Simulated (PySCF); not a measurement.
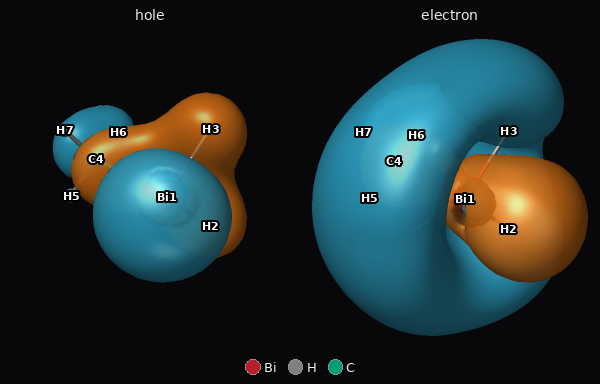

BiH2Me (CH5Bi). Leading natural transition orbital pair of S₁ (TDA singlet states); the surfaces enclose about 78 % of each orbital's density.

Method: ωB97X/def2-SVPD; geometry: GFN2-xTB; program: PySCF. Core potentials replace the inner electrons of Bi; spin–orbit coupling isn't included. No frequency check shows the geometry to be a minimum. GFN2-xTB bond lengths at metals and heavier atoms can be off by up to 0.1 Å and shapes distorted, which carries into these values.

Input script:

```python
import numpy as np
from pyscf import gto, scf, dft, tdscf
from pyscf.scf import atom_ks, atom_hf
from scipy.linalg import block_diag

def solve(mol, dm0=None, hcore=None):
    mf = (dft.UKS if mol.spin else dft.RKS)(mol, xc='wb97x')
    mf.grids.level = 3
    mf = mf.density_fit(auxbasis='def2-universal-jkfit')
    mf.conv_tol, mf.max_cycle = 1e-8, 80
    if hcore is not None:
        mf.get_hcore = lambda *args: hcore
    mf.kernel(dm0)
    if not mf.converged:
        mf = mf.newton().run(mf.mo_coeff, mf.mo_occ, max_cycle=30)
    assert mf.converged, 'SCF not converged'
    return mf

mol = gto.M(atom='''
Bi    -0.22790     0.03081    -0.00071
H     -0.29524    -1.26432    -1.21555
H     -0.30185    -1.20889     1.27061
C      2.04711    -0.00744     0.00066
H      2.41540     0.37159    -0.94297
H      2.39100    -1.02118     0.13742
H      2.42403     0.61058     0.80537
''', basis='def2-svpd', ecp={'Bi': 'def2-svpd'}, charge=0, spin=0, verbose=4)
mf = solve(mol)
td = mf.TDA()
td.nstates, td.singlet, td.conv_tol = 5, True, 1e-5
td.kernel()
td.analyze()
x, y = np.array([p[0] for p in td.xy]), np.array([p[1] + 0 * p[0] for p in td.xy])
f, mu = td.oscillator_strength(), td.transition_dipole()
nto = [td.get_nto(state=i + 1, verbose=4) for i in range(len(td.e))]
# spherically averaged free atoms, for the promolecule
atom_ks.AtomSphAverageRKS.init_guess_by_vsap = lambda self, mol=None: self.init_guess_by_minao(mol)  # core potentials
atm = atom_ks.get_atm_nrks(mol, xc='wb97x')
pro = block_diag(*[(atm[a[0]][2] * atm[a[0]][3]) @ atm[a[0]][2].T for a in mol._atom])
np.savez('result.npz', e=td.e, f=f, ok=td.converged, w=[n[0] for n in nto], nto=[n[1] for n in nto], x=x, y=y, c=mf.mo_coeff, occ=mf.mo_occ, eps=mf.mo_energy, pro=pro, mu=mu)
```

Command:

```sh
OMP_NUM_THREADS=1 python input.py
```

The run took 2.1 min on 1 thread of Arm Neoverse V2, with other jobs on the host, peak memory 0.52 GiB.

> Give its energy and the atoms that hole and electron lie on.

6.06 eV (204 nm), f = 0.108 (bright), partly diffuse acceptor orbital; the leading pair carries 95 %; hole on Bi1 (63 %), C4 (14 %) and H2 and H3 (9 % each), electron on Bi1 (61 %), H2 and H3 (10 % each) and C4 (8 %) (atom shares of so diffuse an orbital are rough); their centroids lie 0.2 Å apart. In canonical orbitals it is mainly HOMO → LUMO (92 %). The HOMO–LUMO gap is 10.82 eV.
